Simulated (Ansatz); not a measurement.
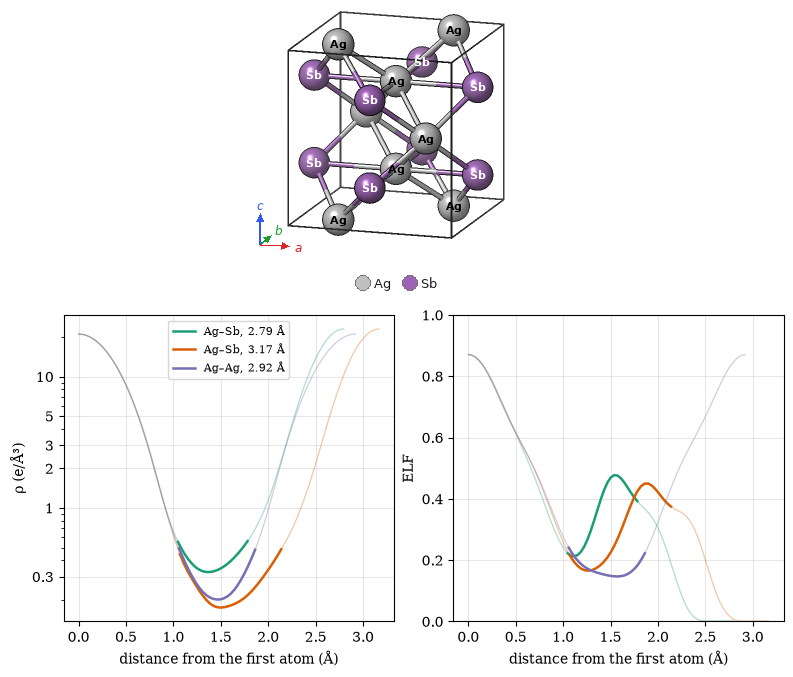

Figure 1: Ag3Sb2. Valence electron density and electron localisation function along straight lines between neighbouring atoms. Thin, pale parts lie inside the atomic spheres. The structure is drawn too.

Space group P4₂/mcm; a generated structure, not necessarily the stable one.

Method: DFT PBE, scalar-relativistic, plane waves, PAW (Ansatz 0.2.0).

Core electrons are frozen (PAW), and the valence fields are smoothed inside the atomic spheres.

> What can be read from the curves?

Ag–Sb (2.79 Å): the density is about 0.33 e/Å³ at the midpoint; the ELF is about 0.40 at the midpoint: no shared electron pair shows on this line.
Ag–Sb (3.17 Å): ρ is about 0.18 e/Å³ halfway; the ELF is about 0.30 at the midpoint; no shared electron pair shows on this line.
Ag–Ag (2.92 Å): ρ is about 0.2 e/Å³ halfway; the ELF is about 0.15 at the midpoint: no shared electron pair shows on this line.
